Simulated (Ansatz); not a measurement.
# Strength of the In–H bond: InH(SH)2 → In(SH)2 + H

Species: InH(SH)2, singlet; In(SH)2, doublet; H atom, doublet. 

Shapes, held fixed at every level: PBE0-D4/def2-TZVP. Flexible molecules stand in one conformer, not always the lowest. Programs: Ansatz 0.2.0. The zero-point and thermal change to 298 K, harmonic and unscaled (PBE0-D4/def2-TZVP), is -13.2 kJ/mol.

| level | kind | ΔH(298 K) (kJ/mol) | less CCSD(T)/def2-TZVPP |
| --- | --- | --- | --- |
| HF/def2-SVP | Hartree–Fock | +210.7 | -82.2 |
| HF/def2-TZVPP | Hartree–Fock | +213.9 | -79.0 |
| B3LYP-D4/def2-TZVPP | global hybrid | +279.5 | -13.4 |
| MP2/def2-SVP | perturbation theory | +267.9 | -25.0 |
| MP2/def2-TZVPP | perturbation theory | +283.5 | -9.4 |
| CCSD/def2-TZVPP | coupled cluster or CI | +292.5 | -0.4 |
| CCSD(T)/def2-TZVPP | coupled cluster or CI | +292.9 | 0.0 |

The highest level, CCSD(T)/def2-TZVPP, gives ΔH(298 K) = +292.9 kJ/mol; the levels span +210.7 to +292.9. The column of differences is taken from that level and isn't an error. Hartree–Fock misses the correlation of the pair that is broken and comes out low. No measured value is set beside it here. Open shells run unrestricted unless RO is named. For atoms past krypton def2 sets carry core potentials with scalar relativity. Correlated rows may include outer-core shells of In, which these sets cover unevenly.

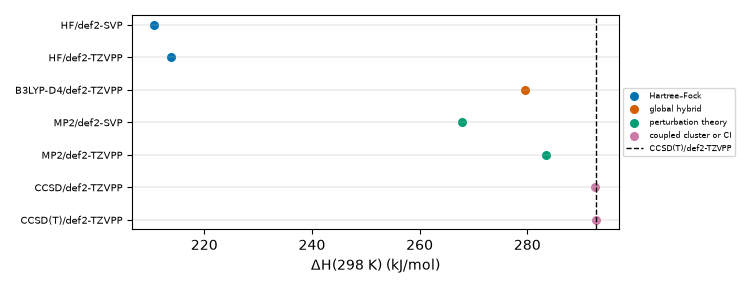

The values of the table, level by level.
